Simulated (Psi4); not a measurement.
**C2H4Cl2 (1,1-dichloroethane): levels of theory compared**

Aim: a comparison of 4 runs (BHLYP/cc-pVDZ, CAM-B3LYP/cc-pVDZ, M06-2X/cc-pVDZ, PBE0/cc-pVDZ) of C2H4Cl2 (1,1-dichloroethane). 

The calculation is run with Psi4 1.11.

2 further runs of the same task are left out: 2 set aside as unsound or not needed.

## (1) The molecule

The species is C2H4Cl2 (8 atoms), meant as a singlet with charge 0. SMILES: `CC(Cl)Cl`. The C1–H7 distance was set to 1.419 Å, away from the relaxed value.

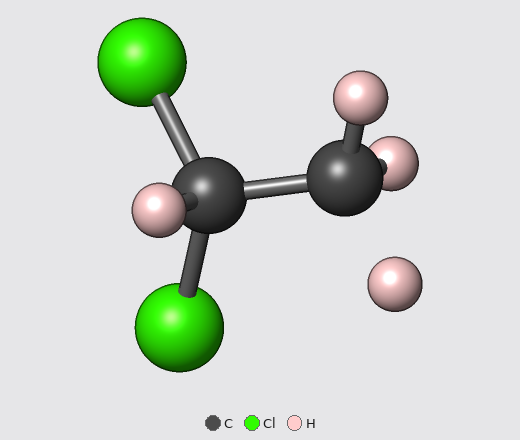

The structure, seen from a chosen angle (carbon dark grey, chlorine green, hydrogen pink).

## (2) Energy and forces at BHLYP/cc-pVDZ (run 1)

Contents of calc.py:

```python
import psi4

psi4.set_memory(2200000000)
psi4.set_num_threads(1)
psi4.core.set_output_file('output.dat', False)

m = psi4.geometry("""
0 1
C     -0.061233     0.743594    -0.172487
C     -0.460183    -0.699946    -0.038607
Cl     0.833547    -1.770216    -0.621337
Cl    -1.971793    -1.022236    -0.916077
H      0.115317     0.993274    -1.218817
H     -0.857313     1.381314     0.215623
H      1.127130     0.979860     0.565730
H     -0.645233    -0.987316     0.993393
units angstrom
symmetry c1
no_reorient
no_com
""")

options = {'puream': True, 'e_convergence': 1e-09, 'd_convergence': 1e-08, 'scf_type': 'pk', 'dft_radial_points': 99, 'dft_spherical_points': 590}
psi4.set_options(options)

e, wfn = psi4.gradient("bhhlyp/cc-pVDZ", return_wfn=True)
psi4.oeprop(wfn, "DIPOLE", "MAYER_INDICES", "QUADRUPOLE", title="BHHLYP")
print('gradient / Eh bohr^-1')
print(e.np.round(6))
print(f'energy = {wfn.energy():.10f} Eh')
```

Command:

```
$ python calc.py
```

output.dat:

```text
[...]
  Running in c1 symmetry.
[...]
  Nuclear repulsion =  208.578581103284506
[...]
  Multiplicity = 1
[...]
  Nalpha       = 25
  Nbeta        = 25
[...]
    Number of basis functions: 84
[...]
   @RKS iter   1:  -998.83941804580729   -2.20851e-01   4.95582e-03 DIIS/ADIIS
[...]
   @RKS iter  11:  -998.94089778423540   -4.54747e-13   3.30916e-09 DIIS
[...]
  @RKS Final Energy:  -998.94089778423540
   => Energetics <=
    Nuclear Repulsion Energy =            208.5785811032845061
    One-Electron Energy =               -1790.8566362999456487
    Two-Electron Energy =                 618.6704183198855844
    DFT Exchange-Correlation Energy =     -35.3332609074598523
    Empirical Dispersion Energy =           0.0000000000000000
    VV10 Nonlocal Energy =                  0.0000000000000000
    Total Energy =                       -998.9408977842354034
[...]
  -Total Gradient:
     Atom            X                  Y                   Z
    ------   -----------------  -----------------  -----------------
       1       -0.065783334406    -0.013569893786    -0.041801686708
       2       -0.007365354852    -0.002304198813    -0.008872391797
       3       -0.003730203811     0.004194621598     0.002167458362
       4        0.005344583715    -0.000547813684     0.003402706498
       5       -0.005152841505    -0.001217852637    -0.001189052364
       6       -0.003356403606    -0.001716698055    -0.003471677268
       7        0.079904679145     0.015667689700     0.049364210292
       8        0.000144827975    -0.000500856414     0.000405681165
[...]
 Multipole Moments:
 ------------------------------------------------------------------------------------
     Multipole            Electronic (a.u.)      Nuclear  (a.u.)        Total (a.u.)
 ------------------------------------------------------------------------------------
 L = 1.  Multiply by 2.5417464519 to convert [e a0] to [Debye]
 Dipole X            :         43.0071101          -42.9700610            0.0370492
 Dipole Y            :         85.3452297          -84.7403537            0.6048760
 Dipole Z            :         51.2143437          -50.7328593            0.4814844
 Magnitude           :                                                    0.7739993
 L = 2.  Multiply by 1.3450342976 to convert [e a0^2] to [Debye ang]
 Quadrupole XX       :       -321.4531479          291.5245862          -29.9285617
 Quadrupole XY       :        -41.3468629           41.1121636           -0.2346993
[...]
```

The script printed:

```text
gradient / Eh bohr^-1
[[-0.065783 -0.01357  -0.041802]
 [-0.007365 -0.002304 -0.008872]
 [-0.00373   0.004195  0.002167]
 [ 0.005345 -0.000548  0.003403]
 [-0.005153 -0.001218 -0.001189]
 [-0.003356 -0.001717 -0.003472]
 [ 0.079905  0.015668  0.049364]
 [ 0.000145 -0.000501  0.000406]]
energy = -998.9408977842 Eh
```

It took 71 s on 1 thread of Intel Xeon Platinum 8259CL at 2.50GHz (Skylake/Cascade Lake), shared host; peak memory 1.4 GiB.

## (3) A single-point energy at CAM-B3LYP/cc-pVDZ (run 2)

Contents of run.py:

```python
import psi4

psi4.set_memory('2200 MB')
psi4.set_num_threads(1)
psi4.set_output_file('c2h4cl2.out', False)

molecule = psi4.geometry("""
C
C 1 1.503627
Cl 2 1.777298 1 110.84227
Cl 2 1.777298 1 110.84208 3 -122.91601
H 1 1.090099 2 110.3849 4 -61.4606
H 1 1.091357 5 109.00453 2 -120.45437
H 1 1.4188 5 109.00344 6 -119.09256
H 2 1.087129 1 112.54827 5 179.99766
units angstrom
symmetry c1
""")

options = {'basis': 'cc-pVDZ', 'reference': 'rks', 'puream': True, 'e_convergence': 1e-09, 'd_convergence': 1e-08, 'scf_type': 'pk', 'dft_radial_points': 99, 'dft_spherical_points': 590}
psi4.set_options(options)

result, w = psi4.energy("cam-b3lyp", return_wfn=True)
psi4.oeprop(w, "DIPOLE", "LOWDIN_CHARGES", "QUADRUPOLE", title="CAM-B3LYP")
print(f'cam-b3lyp energy: {result:.10f} Eh')
for k, v in sorted(psi4.core.scalar_variables().items()):
    print(f'{k:45s} {v:18.10f}')
```

Command:

```
$ python run.py
```

c2h4cl2.out:

```text
[...]
  Running in c1 symmetry.
[...]
  Nuclear repulsion =  208.578593371403628
[...]
  Multiplicity = 1
[...]
  Nalpha       = 25
  Nbeta        = 25
[...]
    Number of basis functions: 84
[...]
   @RKS iter   1:  -998.85580503803715   -2.04914e-01   5.34350e-03 ADIIS/DIIS
[...]
   @RKS iter  11:  -998.97020799759912   -2.84217e-12   5.04718e-09 DIIS
[...]
    Orbital Energies [Eh]
    ---------------------
    Doubly Occupied:
       1A   -101.617262     2A   -101.613582     3A    -10.383427
       4A    -10.306306     5A     -9.536859     6A     -9.533229
       7A     -7.300713     8A     -7.297119     9A     -7.290487
      10A     -7.290286    11A     -7.286846    12A     -7.286624
      13A     -0.996694    14A     -0.904235    15A     -0.821670
      16A     -0.688081    17A     -0.563761    18A     -0.529135
      19A     -0.510362    20A     -0.462852    21A     -0.427864
      22A     -0.390266    23A     -0.382228    24A     -0.365938
      25A     -0.361794
[...]
  @RKS Final Energy:  -998.97020799759912
   => Energetics <=
    Nuclear Repulsion Energy =            208.5785933714036275
    One-Electron Energy =               -1790.8620271155384671
    Two-Electron Energy =                 635.3966343865614590
    DFT Exchange-Correlation Energy =     -52.0834086400257803
    Empirical Dispersion Energy =           0.0000000000000000
    VV10 Nonlocal Energy =                  0.0000000000000000
    Total Energy =                       -998.9702079975991182
[...]
 Multipole Moments:
 ------------------------------------------------------------------------------------
     Multipole            Electronic (a.u.)      Nuclear  (a.u.)        Total (a.u.)
 ------------------------------------------------------------------------------------
 L = 1.  Multiply by 2.5417464519 to convert [e a0] to [Debye]
 Dipole X            :         -2.8581244            3.2897185            0.4315941
 Dipole Y            :         -1.2023498            1.5104709            0.3081211
 Dipole Z            :          6.0212749           -6.5497746           -0.5284997
 Magnitude           :                                                    0.7486815
 L = 2.  Multiply by 1.3450342976 to convert [e a0^2] to [Debye ang]
 Quadrupole XX       :       -120.1820809           92.2332972          -27.9487837
 Quadrupole XY       :         97.2133692          -96.2067178            1.0066514
[...]
```

Standard output:

```text
cam-b3lyp energy: -998.9702079976 Eh
CURRENT ENERGY                                   -998.9702079976
CURRENT REFERENCE ENERGY                         -998.9702079976
DD SOLVATION ENERGY                                 0.0000000000
DFT FUNCTIONAL TOTAL ENERGY                      -998.9702079976
DFT TOTAL ENERGY                                 -998.9702079976
DFT VV10 ENERGY                                     0.0000000000
DFT XC ENERGY                                     -52.0834086400
GRID ELECTRONS ALPHA                               25.0000005448
GRID ELECTRONS BETA                                25.0000005448
GRID ELECTRONS TOTAL                               50.0000010895
NUCLEAR REPULSION ENERGY                          208.5785933714
ONE-ELECTRON ENERGY                             -1790.8620271155
PCM POLARIZATION ENERGY                             0.0000000000
PE ENERGY                                           0.0000000000
SCF ITERATION ENERGY                             -998.9702079976
SCF ITERATIONS                                     11.0000000000
SCF TOTAL ENERGY                                 -998.9702079976
TWO-ELECTRON ENERGY                               635.3966343866
XC GRID RADIAL POINTS                              99.0000000000
XC GRID SPHERICAL POINTS                          590.0000000000
XC GRID TOTAL POINTS                           434979.0000000000
```

Wall time 46 s (1 thread of Intel Xeon Platinum 8259CL at 2.50GHz (Skylake/Cascade Lake), shared host); peak memory 1.5 GiB.

Run 3 isn't shown in full; the table further down has it.

## (4) Energy and forces at PBE0/cc-pVDZ (run 4)

Contents of c2h4cl2.json:

```json
{
 "schema_name": "qcschema_input",
 "schema_version": 1,
 "molecule": {
  "schema_name": "qcschema_molecule",
  "schema_version": 2,
  "symbols": ["C", "C", "Cl", "Cl", "H", "H", "H", "H"],
  "geometry": [-0.1157136, 1.40518901, -0.32595319, -0.86961984, -1.32270624, -0.07295666, 1.57517554, -3.34522342, -1.17415676, -3.72614874, -1.93174607, -1.73113464, 0.21791755, 1.87701583, -2.30323033, -1.62008677, 2.61030515, 0.40746842, 2.12996701, 1.85166704, 1.06907476, -1.21931366, -1.86575684, 1.8772407],
  "molecular_charge": 0,
  "molecular_multiplicity": 1,
  "fix_symmetry": "c1"
 },
 "driver": "gradient",
 "model": {
  "method": "pbe0",
  "basis": "cc-pVDZ"
 },
 "keywords": {
  "reference": "rks",
  "puream": true,
  "e_convergence": 1e-09,
  "d_convergence": 1e-08,
  "scf_type": "pk",
  "dft_radial_points": 99,
  "dft_spherical_points": 590,
  "scf_properties": ["MULLIKEN_CHARGES", "LOWDIN_CHARGES", "WIBERG_LOWDIN_INDICES"]
 }
}
```

Command:

```
$ psi4 --qcschema c2h4cl2.json -n 1 --memory 2200MB
```

stdout:

```text
[...]
  Running in c1 symmetry.
[...]
  Nuclear repulsion =  208.578581348820990
[...]
  Multiplicity = 1
[...]
  Nalpha       = 25
  Nbeta        = 25
[...]
    Number of basis functions: 84
[...]
   @RKS iter   1:  -998.44273308461845   -1.08607e-01   6.28928e-03 ADIIS/DIIS
[...]
   @RKS iter  11:  -998.59977235497149   -2.38742e-12   7.79915e-09 DIIS
[...]
  @RKS Final Energy:  -998.59977235497149
   => Energetics <=
    Nuclear Repulsion Energy =            208.5785813488209897
    One-Electron Energy =               -1790.8585902461154546
    Two-Electron Energy =                 635.3646117405743325
    DFT Exchange-Correlation Energy =     -51.6843751982513098
    Empirical Dispersion Energy =           0.0000000000000000
    VV10 Nonlocal Energy =                  0.0000000000000000
    Total Energy =                       -998.5997723549714919
[...]
 Multipole Moments:
 ------------------------------------------------------------------------------------
     Multipole            Electronic (a.u.)      Nuclear  (a.u.)        Total (a.u.)
 ------------------------------------------------------------------------------------
 L = 1.  Multiply by 2.5417464519 to convert [e a0] to [Debye]
 Dipole X            :         -1.6584387            1.7055116            0.0470730
 Dipole Y            :         -6.0324020            6.6311676            0.5987655
 Dipole Z            :         -2.5486510            3.0202897            0.4716387
 Magnitude           :                                                    0.7636616
[...]
  -Total Gradient:
     Atom            X                  Y                   Z
    ------   -----------------  -----------------  -----------------
       1       -0.065934508171    -0.009497938538    -0.042787051692
       2       -0.007940872858    -0.003176826985    -0.002619595293
       3       -0.003826069464     0.004027639091     0.001989070324
       4        0.005306981291    -0.000645932028     0.003266074055
       5       -0.005855214796    -0.002430694161     0.004211310095
       6        0.000754191463    -0.004857166771    -0.005334560918
       7        0.076157562855     0.014976937546     0.047078476733
       8        0.001342579320     0.001605464274    -0.005800214276
[...]
```

The result, in JSON:

```text
{
 "driver": "gradient",
 "model": {
  "method": "pbe0",
  "basis": "cc-pVDZ"
 },
 "success": true,
 "return_result": [-0.06593450817089885, -0.009497938538417083, -0.042787051692432236, -0.00794087285794755, -0.0031768269850577886, -0.002619595293022088, -0.003826069463857454, 0.004027639091459909, 0.0019890703237618185, 0.0053069812909870145, -0.0006459320281065259, 0.003266074054665488, -0.0058552147955717206, -0.002430694161146031, 0.00421131009475087, 0.0007541914627485213, -0.0048571667710241295, -0.0053345609182774145, 0.07615756285451628, 0.014976937546213655, 0.04707847673340168, 0.0013425793195754251, 0.001605464274453433, -0.005800214275615778],
 "properties": {
  "calcinfo_nbasis": 84,
  "calcinfo_nmo": 84,
  "calcinfo_nalpha": 25,
  "calcinfo_nbeta": 25,
  "calcinfo_natom": 8,
  "nuclear_repulsion_energy": 208.578581348821,
  "return_energy": -998.5997723549715,
  "return_gradient": [-0.06593450817089885, -0.009497938538417083, -0.042787051692432236, -0.00794087285794755, -0.0031768269850577886, -0.002619595293022088, -0.003826069463857454, 0.004027639091459909, 0.0019890703237618185, 0.0053069812909870145, -0.0006459320281065259, 0.003266074054665488, -0.0058552147955717206, -0.002430694161146031, 0.00421131009475087, 0.0007541914627485213, -0.0048571667710241295, -0.0053345609182774145, 0.07615756285451628, 0.014976937546213655, 0.04707847673340168, 0.0013425793195754251, 0.001605464274453433, -0.005800214275615778],
  "scf_one_electron_energy": -1790.8585902461155,
  "scf_two_electron_energy": 635.3646117405743,
  "scf_xc_energy": -51.68437519825131,
  "scf_dipole_moment": [0.04707297695960988, 0.598765547834887, 0.47163868351127425],
  "scf_total_energy": -998.5997723549715,
  "scf_total_gradient": [-0.06593450817089885, -0.009497938538417083, -0.042787051692432236, -0.00794087285794755, -0.0031768269850577886, -0.002619595293022088, -0.003826069463857454, 0.004027639091459909, 0.0019890703237618185, 0.0053069812909870145, -0.0006459320281065259, 0.003266074054665488, -0.0058552147955717206, -0.002430694161146031, 0.00421131009475087, 0.0007541914627485213, -0.0048571667710241295, -0.0053345609182774145, 0.07615756285451628, 0.014976937546213655, 0.04707847673340168, 0.0013425793195754251, 0.001605464274453433, -0.005800214275615778],
  "scf_iterations": 11
 }
}
```

Wall time 71 s (1 thread of Intel Xeon Platinum 8259CL at 2.50GHz (Skylake/Cascade Lake), shared host); peak memory 1.4 GiB.

## (5) All runs side by side

```
run              level      task  energy (Eh)  dipole moment (D)  HOMO energy (eV)  LUMO energy (eV)  wall time
  1      BHLYP/cc-pVDZ  gradient  -998.940898               1.97             -9.78              1.52       71 s
  2  CAM-B3LYP/cc-pVDZ    energy  -998.970208               1.90             -9.84              1.57       46 s
  3     M06-2X/cc-pVDZ  gradient  -998.917815               1.96             -9.82              1.39      2 min
  4       PBE0/cc-pVDZ  gradient  -998.599772               1.94             -8.52              0.30       71 s
```

## (6) What came out

```
                       quantity          value
            run 4: total energy  -998.59977 Eh
           run 4: dipole moment         1.94 D
             run 4: HOMO energy       -8.52 eV
             run 4: LUMO energy        0.30 eV
           run 4: HOMO–LUMO gap        8.83 eV
run 4: largest force on an atom     4.668 eV/Å
```

**Reading.** The dipole moment (its size) runs from 1.90 D (CAM-B3LYP/cc-pVDZ) to 1.97 D (BHLYP/cc-pVDZ). The HOMO–LUMO gap runs from 8.83 eV (PBE0/cc-pVDZ) to 11.42 eV (CAM-B3LYP/cc-pVDZ). Totals of different functionals can't be ranked against each other. All runs together took 5.1 min, the longest 2 min.
